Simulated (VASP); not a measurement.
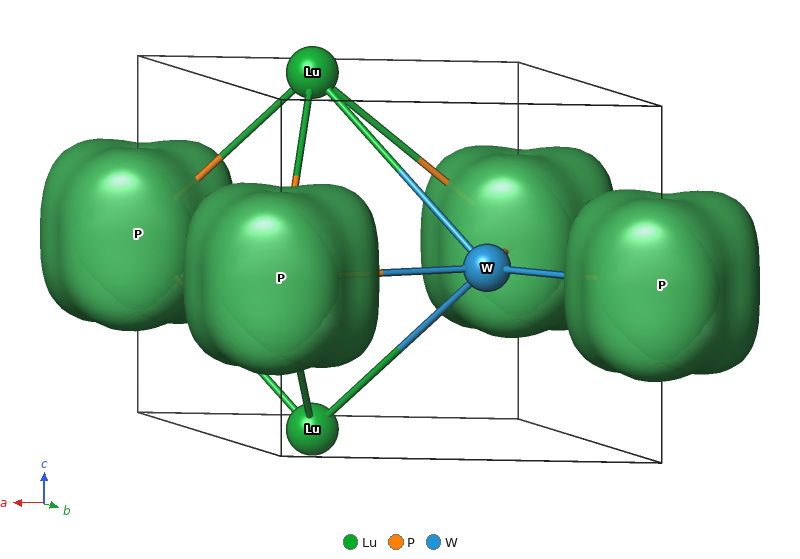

The picture shows: LuPW. Isosurface of the ELF at 0.7 (green), seen at an oblique angle. Core shells and regions of very low density are left out. Sticks mark near contacts.

Space group P-6m2; a generated structure, not necessarily the stable one.

Computed with Kohn-Sham DFT of a periodic cell, PBE, VASP PAW PBE potentials, recommended in VASP 6.6.1.

In a PAW calculation such maps are meaningful between the atoms, not at the nuclei.

Question: Where are the electrons localised?

Answer: At this value the surface marks out one region wrapped around P (its valence shell), counted in one cell of 3 atoms. Regions shared between cells count once.

Values along the shortest contacts:
P–W (2.39 Å): the ELF peaks at about 0.80 in the valence shell of P, 0.8 Å from its nucleus, and is about 0.45 at the midpoint. Lu–W (3.07 Å): the ELF is about 0.25 at the midpoint; no shared electron pair shows on this line.
